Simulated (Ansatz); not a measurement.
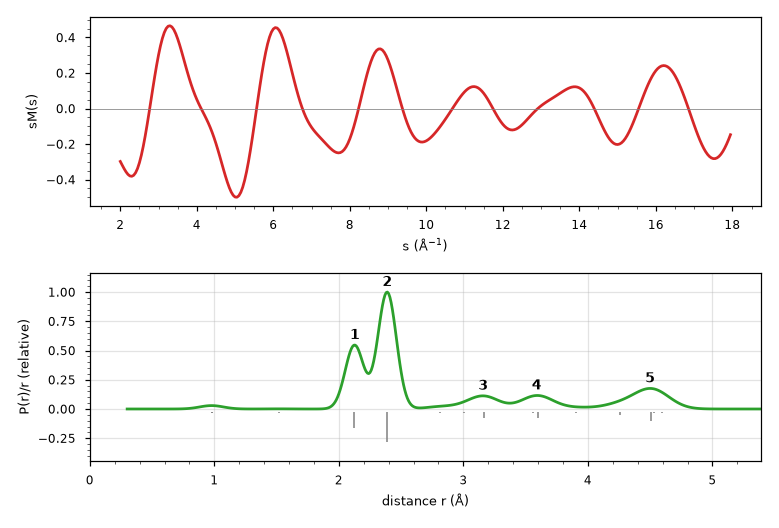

Simulated gas electron diffraction: reduced molecular intensity sM(s) from the Debye equation in the first Born approximation (top) and the radial distribution curve (bottom) of BrClH₂OZn. Each pair of atoms contributes with weight ZᵢZⱼ/r (bars below the curve); damping constant 0.0015 Å²; vibrational amplitudes assumed, not computed: 0.05 Å for bonds, 0.078 Å for bonds to H, 0.06 + 0.015 r up to 0.15 Å for other pairs. The geometry is the end point of an optimisation (Ansatz 0.2.0, RKS BLYP/def2-SVP); it may be a saddle point or a higher isomer.

### Which pairs of atoms lie under the numbered peaks? Mark bonded pairs by – and others by ···.

Peak 1, 2.13 Å: Zn–Cl 2.13 Å
Peak 2, 2.39 Å: Br–Zn 2.39 Å
Peak 3, 3.16 Å: Zn···H 3.00 Å, Zn···O 3.17 Å, not resolved; in its flanks Br···H 2.81 Å
Peak 4, 3.59 Å: Zn···H 3.56 Å, Br···O 3.60 Å; in its flanks Br···H 3.91 Å
Peak 5, 4.50 Å: Cl···O 4.26 Å, Br···Cl 4.51 Å, not resolved
